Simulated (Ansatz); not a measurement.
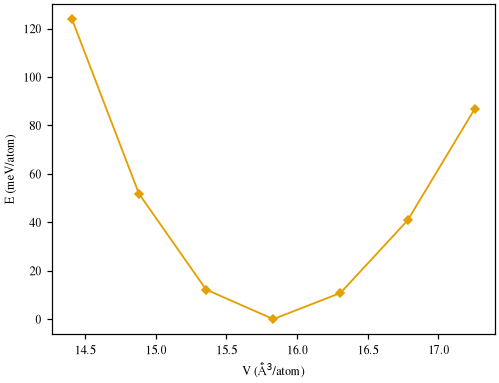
HfPt3 (Cu3Au type, space group No. 221) under volume change, DFT-PBEsol in the program Ansatz with PAW potentials, scaled uniformly.

Q: What does a third-order Birch–Murnaghan fit give for V₀, B₀ and B′?

A: V₀ = 15.83 Å³/atom, B₀ = 257 GPa, B′ = 4.9.

Space group Pm-3m (Cu3Au type). The first step of the workflow began from a Materials Project structure, measured or hypothetical; the Crystallography Open Database copy checked does not list it. COD files the formula under space group No. 194. Its standing as an ambient phase is unchecked. Symmetry was held in the PBEsol relaxation; whether a distortion lowers the energy is not shown. The run is not spin-polarised. Spin–orbit coupling is left out wherever it is not named.

Potentials: the later of the program's two PAW sets.
